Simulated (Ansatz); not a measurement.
Tl (hcp, Mg type)

```
Tl
1.0
    3.60750     0.00000     0.00000
   -1.80375     3.12418     0.00000
    0.00000     0.00000     5.57674
Tl
2
Cartesian
  0.00000   2.08279   4.18255
  1.80375   1.04139   1.39418
```

This relaxed cell (volume V₀) is scaled evenly in all directions, its shape held. Symmetry pins the atoms to their sites.

Computed with PBE (plane waves to 420 eV, PAW, scalar-relativistic; Ansatz, an electronic-structure program). k mesh 15×15×9 (Γ-centred), Fermi-Dirac smearing 0.05 eV. Energies are smeared free energies. Stress and pressure are positive under compression. With the shape held, the modulus is that of even scaling; a crystal free to change shape is softer. Spin-orbit coupling is left out, though Tl is heavy. The PAW data are Ansatz's earlier set. The relaxed volume of Tl is well above the measured one; the method has no dispersion term. Tl was relaxed with its symmetry unable to fall. The zero of ΔE is the relaxed starting cell.

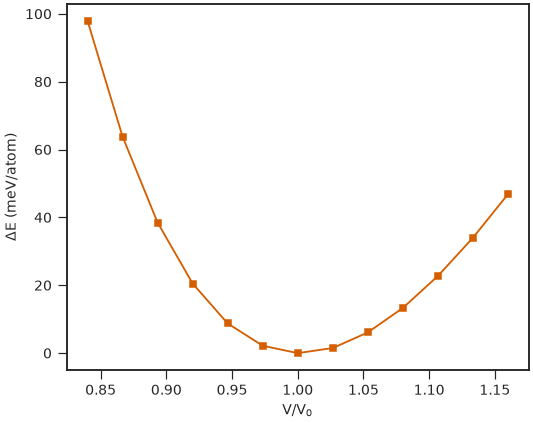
Fig. 1. ΔE (meV/atom) against V/V₀; computed points joined by lines.

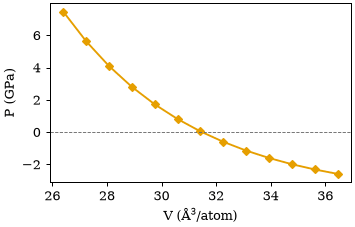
*P (GPa) against V (Å³/atom); computed points joined by lines.*

The energy cost of the largest compression is 98 meV/atom and the bulk modulus at fixed cell shape B₀ (third-order Birch-Murnaghan fit) comes out as 26.2 GPa. The equilibrium volume of the fit is 31.48 Å³/atom. The pressure at the smallest volume is 7.5 GPa and the pressure for 5 % compression (fit) is 1.5 GPa.

P = (3B₀/2)(x⁷ − x⁵)[1 + ¾(B₀′ − 4)(x² − 1)] with x = (1/0.95)^(1/3), B₀ = 26.2 GPa and B₀′ = 5.46.

(A scan under strain: stresses follow from slopes of the energy per volume, elastic moduli from its curvatures.)
